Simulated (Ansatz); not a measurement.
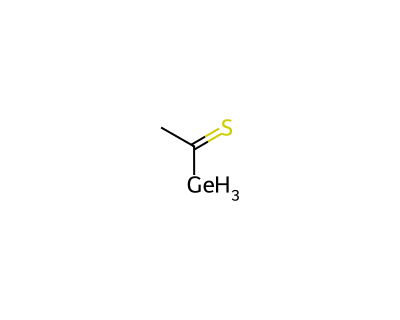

Skeletal drawing of a molecule.

Question: Transcribe the drawing into SMILES.

Answer: C[C](=S)[GeH3]

Question: What is the molecular formula?

Answer: C2H6GeS.

More results for the same structure follow; atom numbers are the same in all pictures, views and colours differ. The geometry was computed by an optimisation with PBE0-D4/def2-TZVP. No frequency run is at hand to confirm it as a minimum.

**Geometry**

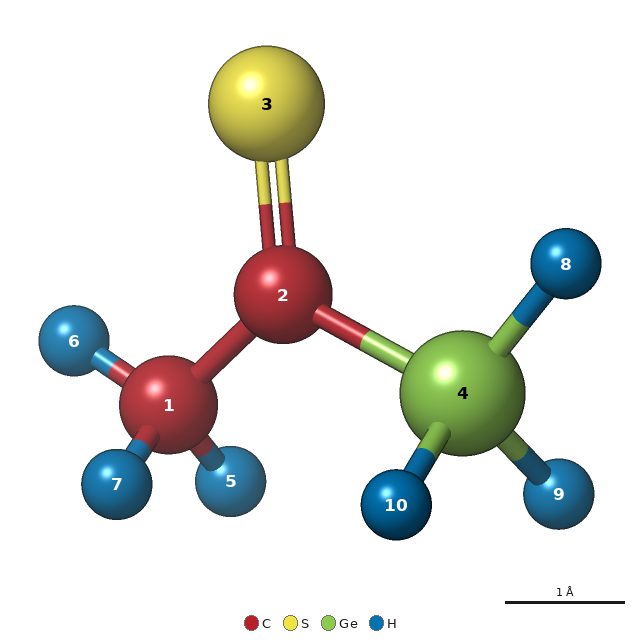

Atoms carry their numbers in the input. No frequency run is at hand to confirm it as a minimum.

List the bonds and their lengths.

| bond | length (Å) |
| --- | --- |
| C1–C2 | 1.490 |
| C1–H5 | 1.096 |
| C1–H6 | 1.090 |
| C1–H7 | 1.096 |
| C2–S3 | 1.615 |
| C2–Ge4 | 1.976 |
| Ge4–H8 | 1.529 |
| Ge4–H9 | 1.541 |
| Ge4–H10 | 1.541 |

**Dipole moment**

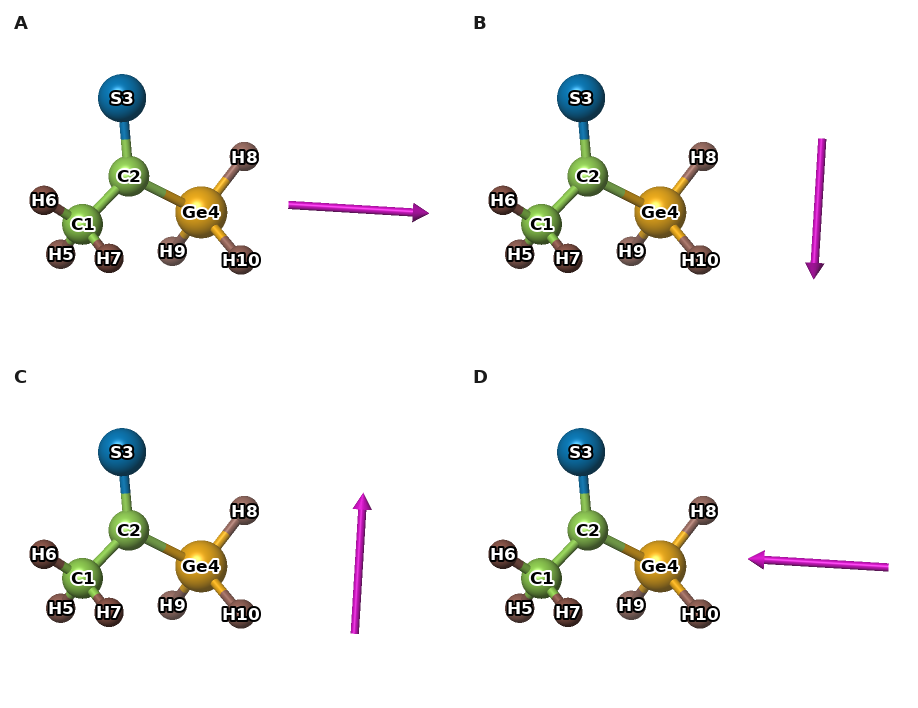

The same molecule four times, each with an arrow. No frequency run is at hand to confirm it as a minimum. Level of theory: RKS ωB97M-V/def2-TZVPP (Ansatz 0.2.0).

Question: Which arrow points along the dipole moment, from the negative to the positive end?

Answer: B. The dipole moment is 2.08 D; it points from the side of S3 to the side of H5, H7, H10 (the outermost atoms at the two ends).

**Charges**

The questions are on Mulliken charges. No frequency run is at hand to confirm it as a minimum. Properties computed with RKS ωB97M-V/def2-TZVPP (Ansatz 0.2.0).

Question: Which atom carries the highest charge (most positive or least negative)?

Answer: H5, H6, H7 (0.12 e).

Question: And the lowest?

Answer: C1 (−0.29 e).

Give the Mulliken charges atom by atom.

| atom | value (e) |
| --- | --- |
| C1 | −0.29 |
| C2 | −0.08 |
| S3 | −0.14 |
| Ge4 | 0.07 |
| H5 | 0.12 |
| H6 | 0.12 |
| H7 | 0.12 |
| H8 | 0.04 |
| H9 | 0.02 |
| H10 | 0.02 |

**Levels of theory compared**

No frequency run is at hand to confirm it as a minimum. Program: Ansatz 0.2.0.

Tabulate HOMO energy (eV), HOMO–LUMO gap (eV) at these levels: B3LYP-D4/def2-TZVPP; PBE-D4/def2-TZVPP; PBE0-D4/def2-TZVPP; r2SCAN-D4/def2-TZVPP; ωB97M-V/def2-TZVPP; ωB97X-V/def2-TZVPP.

```
               level  HOMO energy (eV)  HOMO–LUMO gap (eV)
 B3LYP-D4/def2-TZVPP             −6.05                3.55
   PBE-D4/def2-TZVPP             −5.11                1.87
  PBE0-D4/def2-TZVPP             −6.27                3.96
r2SCAN-D4/def2-TZVPP             −5.30                2.17
  ωB97M-V/def2-TZVPP             −8.43                8.27
  ωB97X-V/def2-TZVPP             −8.58                8.48
```

Mulliken values depend strongly on the basis set and can even reverse the polarity of a bond.
